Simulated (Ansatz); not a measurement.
# SiH3OF (SMILES O[SiH2]F) at wB97X/aug-cc-pVDZ

Aim: the electronic atomisation energy of SiH3OF at wB97X/aug-cc-pVDZ, from 5 runs. 

The results are computed with Ansatz 0.2.0.

72 further runs of the same task are left out: 72 set aside as unsound or not needed.

## Step 1: The structure to begin with

The species is SiH3OF (6 atoms), meant as a singlet with charge 0. SMILES: `O[SiH2]F`. The shape is that of a PBE0-D4/def2-TZVP optimisation. This is one conformer, not always the lowest.

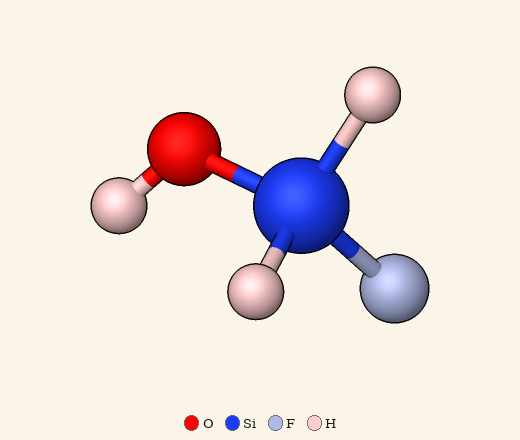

The structure, seen from a chosen angle (oxygen red, silicon blue, fluorine light blue, hydrogen pink).

## Step 2: A single-point energy at wB97X/aug-cc-pVDZ

Contents of run.yaml:

```yaml
crystal:
  periodic: [false, false, false]
  atoms:
    - {symbol: O, position_ang: [-0.853500, -0.209200, -0.924100]}
    - {symbol: Si, position_ang: [0.378300, -0.009300, 0.123900]}
    - {symbol: F, position_ang: [0.180800, -0.922800, 1.417800]}
    - {symbol: H, position_ang: [-1.714200, 0.150200, -0.705600]}
    - {symbol: H, position_ang: [1.595600, -0.458500, -0.575800]}
    - {symbol: H, position_ang: [0.455100, 1.385600, 0.617600]}
basis:
  gaussian:
    orbitals: aug-cc-pVDZ
hamiltonian:
  xc: {name: wB97X}
accuracy: high
output:
  orbitals: {seedname: orbitals}
```

On the command line:

```bash
ansatz run run.yaml --threads 1 --pin off --max-ram 3480MiB --events-out events.jsonl --progress --plain --runs-dir runs
```

Standard output:

```text
Warning: RAYON_NUM_THREADS=1 ignored (pool sized by the plan → 1); use --threads N
Functional definition: wB97X
  name "wB97X"
  parameter omega = 0.3/bohr
  parameter cx = 0.157706
  parameter cx1 = 0.726479
  parameter cx2 = 1.04760
  parameter cx3 = -5.70635
  parameter cx4 = 13.2794
  parameter css1 = -4.33879
  parameter css2 = 18.2308
  parameter css3 = -31.7430
  parameter css4 = 17.2901
  parameter cos1 = 2.37031
  parameter cos2 = -11.3995
  parameter cos3 = 6.58405
  parameter cos4 = -3.78132
  exchange = spin_sum(e_x_unif_sr(omega)*poly(b97_u_x, 1 - cx, cx1, cx2, cx3, cx4)) + cx*exact_x_sr(omega)
      + exact_x_lr(omega)
  correlation = spin_sum(e_c_pw_same_spin*poly(b97_u_same, 1, css1, css2, css3, css4))
      + integral(e_c_pw_opposite_spin*poly(b97_u_opposite, 1, cos1, cos2, cos3, cos4))
2017 factors; integrals over basis functions are off by at most 3.4e-9 eV
437 factors; integrals over basis functions are off by at most 1.7e-9 eV
mean field evaluation 1: about -12687.5206 eV, gradient 5.3e1 eV
mean field evaluation 2: about -12686.4976 eV, gradient 6.0e1 eV
mean field evaluation 4: about -12692.1982 eV, gradient 1.2e0 eV
mean field evaluation 8: about -12692.2476 eV, gradient 4.4e-2 eV
mean field evaluation 16: about -12692.2476 eV, gradient 2.0e-5 eV
mean field -12692.24764791 eV, -466.4314979462 hartree, gradient 9.6e-8 eV, S^2 0.000000; 0 other end points of the search recorded, 0 dependent functions left out
reference -12692.24763999 eV, -466.4314976553 hartree; 17, 17 occupied and 83, 83 virtual orbitals, 2017 factors
Total energy: -12692.24763999 eV, -466.4314976553 hartree
```

It took 27 s on 1 thread of Arm Neoverse V2, shared host; peak memory 0.51 GiB.

## Step 3: The F atom at the same level

Contents of job.yaml:

```yaml
crystal:
  periodic: [false, false, false]
  atoms:
    - {symbol: F, position_ang: [0.000000, 0.000000, 0.000000]}
basis:
  gaussian:
    orbitals: aug-cc-pVDZ
magnetization:
  spin_polarized: true
  initial_magnetization: 1
hamiltonian:
  xc: {name: wB97X}
accuracy: high
```

On the command line:

```bash
ansatz run job.yaml --threads 1 --pin off --max-ram 3480MiB --events-out events.jsonl --progress --plain --runs-dir runs
```

Standard output (excerpt; [...] marks lines left out):

```text
Warning: RAYON_NUM_THREADS=1 ignored (pool sized by the plan → 1); use --threads N
[... 2 set-up lines as earlier in the session ...]
[...]
      + exact_x_lr(omega)
[...]
      + integral(e_c_pw_opposite_spin*poly(b97_u_opposite, 1, cos1, cos2, cos3, cos4))
199 factors; integrals over basis functions are off by at most 2.8e-9 eV
77 factors; integrals over basis functions are off by at most 7.9e-10 eV
[...]
mean field -2713.42363597 eV, -99.7164793971 hartree, gradient 2.1e-8 eV, S^2 0.751747; 0 other end points of the search recorded, 0 dependent functions left out
reference -2713.42363400 eV, -99.7164793247 hartree; 5, 4 occupied and 18, 19 virtual orbitals, 199 factors
Total energy: -2713.42363400 eV, -99.7164793247 hartree
```

It took 1.6 s on 1 thread of Arm Neoverse V2, shared host; peak memory 0.14 GiB.

## Step 4: The H atom, same level

Contents of run.yaml:

```yaml
crystal:
  periodic: [false, false, false]
  atoms:
    - {symbol: H, position_ang: [0.000000, 0.000000, 0.000000]}
basis:
  gaussian:
    orbitals: aug-cc-pVDZ
magnetization:
  spin_polarized: true
  initial_magnetization: 1
hamiltonian:
  xc: {name: wB97X}
accuracy: high
```

Run the same way, it converges to -0.50101 Eh (log not shown).

## Step 5: The O atom

Contents of in.yaml:

```yaml
crystal:
  periodic: [false, false, false]
  atoms:
    - {symbol: O, position_ang: [0.000000, 0.000000, 0.000000]}
basis:
  gaussian:
    orbitals: aug-cc-pVDZ
magnetization:
  spin_polarized: true
  initial_magnetization: 2
hamiltonian:
  xc: {name: wB97X}
accuracy: high
```

Run the same way, it converges to -75.05760 Eh (log not shown).

## Step 6: The Si atom

Contents of input.yaml:

```yaml
basis:
  gaussian: {orbitals: aug-cc-pVDZ}
crystal:
  periodic: [false, false, false]
  atoms:
    - {symbol: Si, position_ang: [0.000000, 0.000000, 0.000000]}
magnetization: {spin_polarized: true, initial_magnetization: 2}
hamiltonian: {xc: {name: wB97X}}
accuracy: high
```

Run the same way, it converges to -289.35778 Eh (log not shown).

## Step 7: Results

Level: wB97X/aug-cc-pVDZ.

```
                     quantity          value
       molecule: total energy  -466.43150 Eh
        molecule: HOMO energy      -11.81 eV
        molecule: LUMO energy        1.09 eV
      molecule: HOMO–LUMO gap       12.91 eV
         F atom: total energy   -99.71648 Eh
                 F atom: ⟨S²⟩          0.752
         H atom: total energy    -0.50101 Eh
                 H atom: ⟨S²⟩          0.750
         O atom: total energy   -75.05760 Eh
                 O atom: ⟨S²⟩          2.005
        Si atom: total energy  -289.35778 Eh
                Si atom: ⟨S²⟩          2.005
electronic atomisation energy      21.677 eV
```

What this shows: Taking the molecule apart into free atoms costs 21.68 eV (500 kcal/mol), before zero-point energy and without spin-orbit coupling.
